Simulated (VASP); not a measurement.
Band structure of HfS2 (1T layered). Calculation: PBE GGA with D4 dispersion, VASP's PBE PAW potentials (set 64) (plane waves; VASP).

Unless said otherwise, spin-orbit coupling is left out, though it shifts the bands of the heavy elements here.

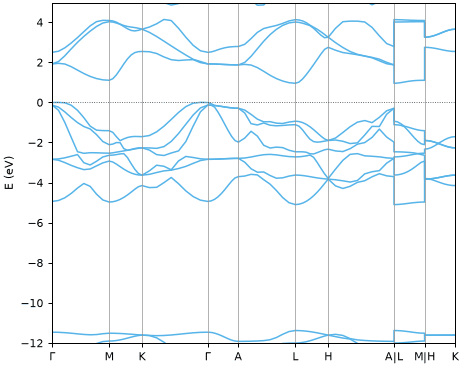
Bands along high-symmetry lines, zero at the valence-band maximum or, without a gap, the Fermi level

Task: Read the plot: is there a gap, and where are the band edges?

Result: The gap is indirect, 0.95 eV, from the valence maximum at K-Γ at 0.89 to the conduction minimum at L. (Edges off the drawn lines would not show.)

Measured: gap 1.80 eV (computed value off by -0.85 eV), as given by Miłosz Rybak et al., Nanomaterials (2022), arXiv:2210.12074.

The compound is HfS2 in the 1T layered structure. It was relaxed first.
